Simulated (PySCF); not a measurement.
C6H14OSi2

The calculation's input:

```
{"job": {"kind": "nmr", "xc": "PBE0", "basis": "pcSseg-1"}, "charge": 0, "multiplicity": 1}
C     -2.145336     0.695293     1.210924
C     -1.631991     0.319546     0.044350
C     -2.060431     0.960701    -1.244466
C     -0.631819    -0.750955    -0.101222
Si    -0.794430    -2.464830     0.719058
C      0.389370    -1.029058     1.015752
O      1.708607    -1.167104     0.593673
Si     2.813687    -0.015285     0.287890
C      2.232838     1.290367    -0.967623
H     -1.859104     0.233985     2.140108
H     -2.871253     1.487082     1.278056
H     -2.449465     0.204330    -1.925554
H     -2.831048     1.708078    -1.074311
H     -1.211028     1.440117    -1.731104
H     -0.161483    -0.760434    -1.079499
H     -0.292601    -3.603892    -0.023460
H     -1.899769    -2.641973     1.641347
H      0.301604    -0.388618     1.889363
H      3.177826     0.687525     1.526404
H      3.876099    -0.868826    -0.228778
H      1.963040     0.838065    -1.919189
H      1.361553     1.831229    -0.603263
H      3.010382     2.021644    -1.165441
```

Launched as:

```sh
OMP_NUM_THREADS=1 python probes_run.py task.json out
```

Geometry: GFN2-xTB.

All numbers below come from PBE0/pcSseg-1, SCF density, gas phase, non-relativistic in PySCF 2.14.0.

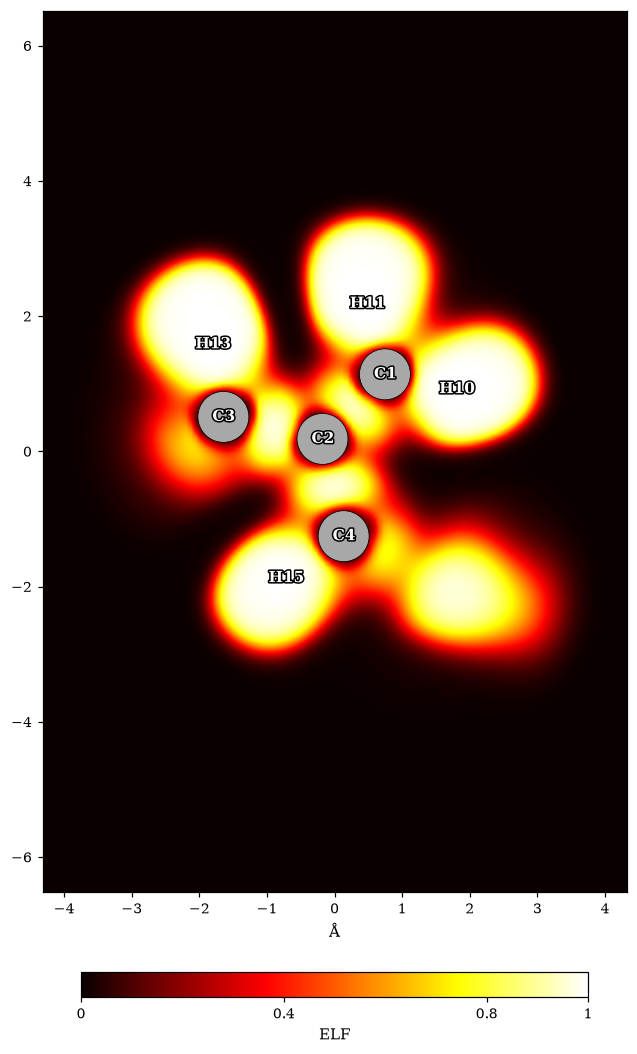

Figure 1. ELF on the plane of atoms C2, C1 and H10. Grey discs cover the atomic cores.

> Read the bonding off the picture.

- Atoms in the plane: C and H.
- C–C (1.33 Å): the ELF peaks at about 0.95 between the atoms; a multiple bond.
- C–H (1.08 Å): the ELF climbs to about 1 towards the hydrogen, as it does in any bond to H: an ordinary covalent bond to hydrogen.
- C–C (1.47 Å): the ELF peaks at about 0.95 between the atoms (a covalent bond).

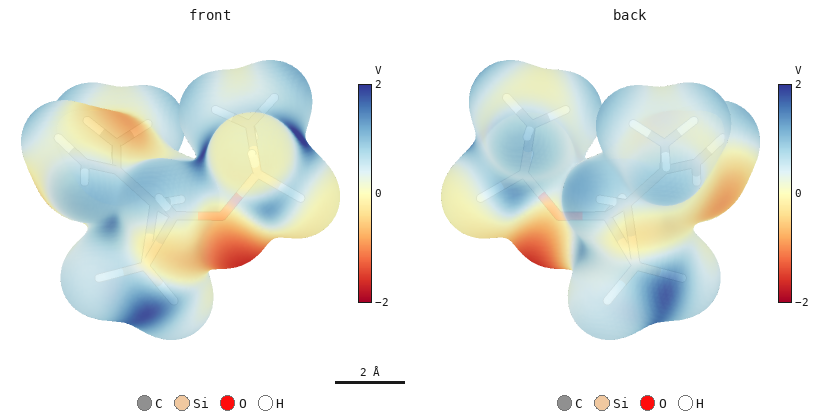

Figure 2. The molecular electrostatic potential painted on the density surface at 0.004 e/bohr³, seen from the front and from behind; the colour scale runs from red (negative) to blue (positive).

> Describe the electrostatic potential map.

The most negative region (about −1.5 V, or −35 kcal/mol for a unit charge) lies over O7, the most positive (about +1.9 V, or +44 kcal/mol for a unit charge) over Si5 and Si8. O7 is the likeliest acceptor of a hydrogen bond.

> What dipole moment does the calculation give?

Its dipole moment is 1.08 D.
